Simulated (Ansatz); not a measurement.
## Electronic structure of Al3H12Sb3 in real space

The calculation's input:

```
crystal:
  periodic: [false, false, false]
  atoms:
    - {symbol: Al, position_ang: [-1.401028, -1.797561, 0.881794]}
    - {symbol: Al, position_ang: [0.438413, -1.259883, -0.968622]}
    - {symbol: Al, position_ang: [0.393133, 1.832904, -2.314126]}
    - {symbol: Sb, position_ang: [-0.874594, -0.587687, 3.210274]}
    - {symbol: Sb, position_ang: [2.501878, -0.300593, 0.498336]}
    - {symbol: Sb, position_ang: [1.423398, 2.332057, 0.693773]}
    - {symbol: H, position_ang: [-1.068793, -0.602375, -0.361494]}
    - {symbol: H, position_ang: [-2.717714, -2.579949, 0.429662]}
    - {symbol: H, position_ang: [0.479449, -2.273680, -2.199823]}
    - {symbol: H, position_ang: [0.011995, -2.550784, 0.331666]}
    - {symbol: H, position_ang: [-0.896659, 2.570598, -2.901186]}
    - {symbol: H, position_ang: [1.902055, 2.312421, -2.530875]}
    - {symbol: H, position_ang: [-2.305820, 0.371492, 2.982475]}
    - {symbol: H, position_ang: [-1.804023, -1.808375, 4.029276]}
    - {symbol: H, position_ang: [0.256442, 0.200557, -2.151880]}
    - {symbol: H, position_ang: [3.370080, 0.210936, -0.915927]}
    - {symbol: H, position_ang: [0.068317, 2.170842, -0.534035]}
    - {symbol: H, position_ang: [0.223462, 1.759080, 1.820699]}
basis:
  gaussian: {orbitals: def2-TZVP, initial_orbitals: start.molden}
hamiltonian: {xc: pbe0, dispersion: d4}
scf: {omitted_lower_state_checks: [starts]}
output: {forces: true, orbitals: {seedname: orbitals}}
```

Launched as:

```sh
ansatz run in.yaml --threads 4 --pin off --events-out ev --progress --plain --max-ram 4787MiB
```

Geometry: PBE-D4/def2-SVP; core potentials replace the inner electrons of Sb; not at a stationary point (largest force 0.6 eV/Å).

These are results of Ansatz 0.2.0, RKS PBE0-D4/def2-TZVP, not measurements.

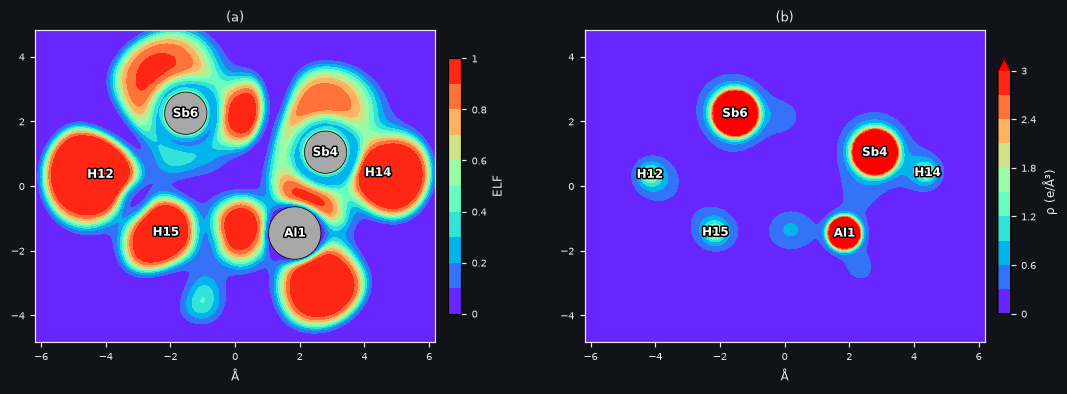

Figure 1. (a) ELF; (b) electron density on the plane of atoms Al1, Sb4 and H14. Grey discs cover the atomic cores in the ELF map.

Question: Interpret the plot.

Answer: The section cuts through Al, Sb and H sites.
Al–Sb (2.68 Å): ρ is about 0.43 e/Å³ halfway; the ELF peaks at about 0.95 between the atoms (localised, covalent bonding).
Sb–H (1.74 Å): ρ at the midpoint is about 1 e/Å³; the ELF climbs to about 1 towards the hydrogen.
The ELF also peaks beside Sb4, away from the bonds: lone-pair regions.

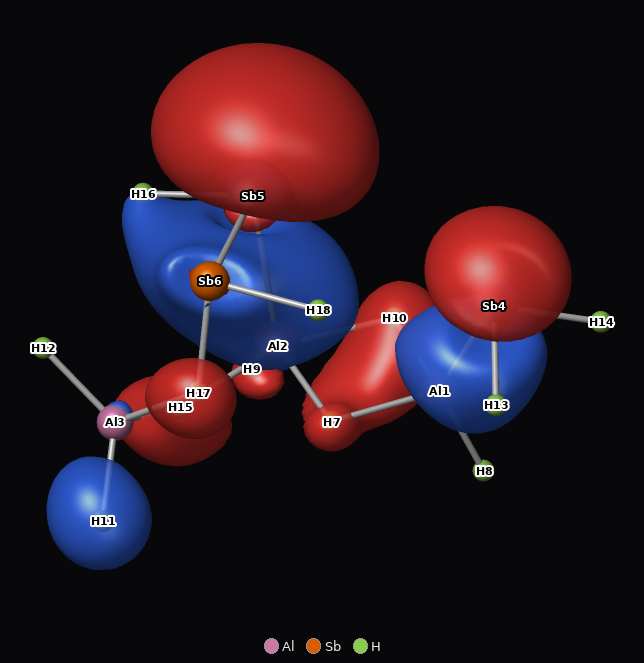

Figure 2. The HOMO−1 at ±0.06 Å⁻³ᐟ² (blue and red are the two phases), seen from one side.

Question: Where does this orbital lie, and at what energy?

Answer: By Hirshfeld shares it lies mainly on Sb5 (about 55 %), Al2 (about 15 %) and Sb4 (about 10 %). Its energy is −7.05 eV.

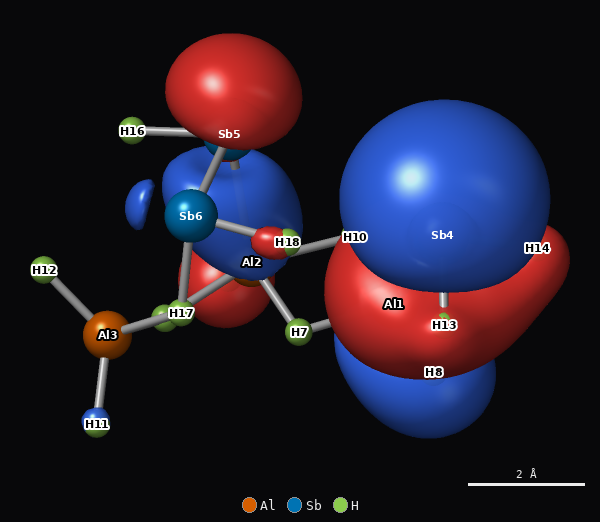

Figure 3. The HOMO at ±0.05 Å⁻³ᐟ² (red and blue are the two phases), seen from one side.

Question: Where does this orbital lie, and at what energy?

Answer: By Hirshfeld shares it lies mainly on Sb4 (about 55 %), Al1 (about 20 %), Sb5 (about 5 %) and H8 (about 5 %). Its energy is −6.81 eV.
